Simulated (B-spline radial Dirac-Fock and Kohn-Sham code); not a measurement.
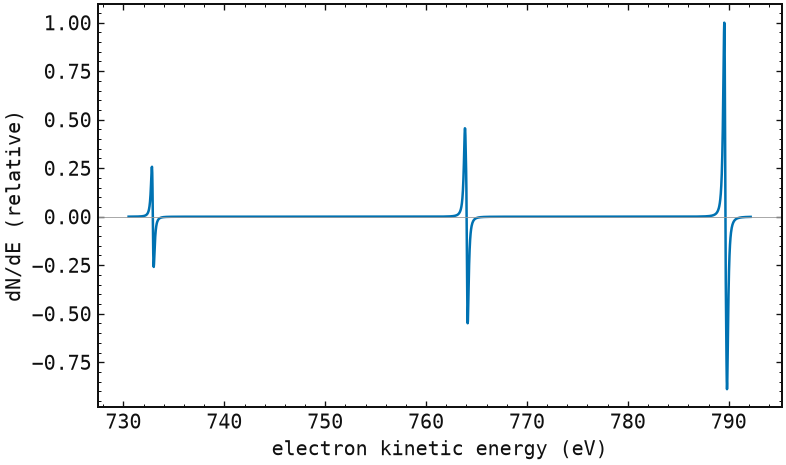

Auger groups that fill a K (1s) hole, broadened by 0.30 eV full width and differentiated. Kinetic energies count from the vacuum level; very weak lines are left out. Species: Ne⁺, configuration [He] 2s2 2p5. Computed with a radial B-spline solver: independent-particle Coulomb rates on relativistic LDA orbitals, configuration-average energies from Dirac–Fock.

Summarise the result.

The strongest group is K-L2L3 at 789.6 eV (36 % of the non-radiative width), followed by K-L3L3 at 789.8 eV (21 %), K-L1L3 at 764.0 eV (20 %), K-L1L1 at 732.9 eV (12 %). The lines shown span 732.9 eV to 789.8 eV.
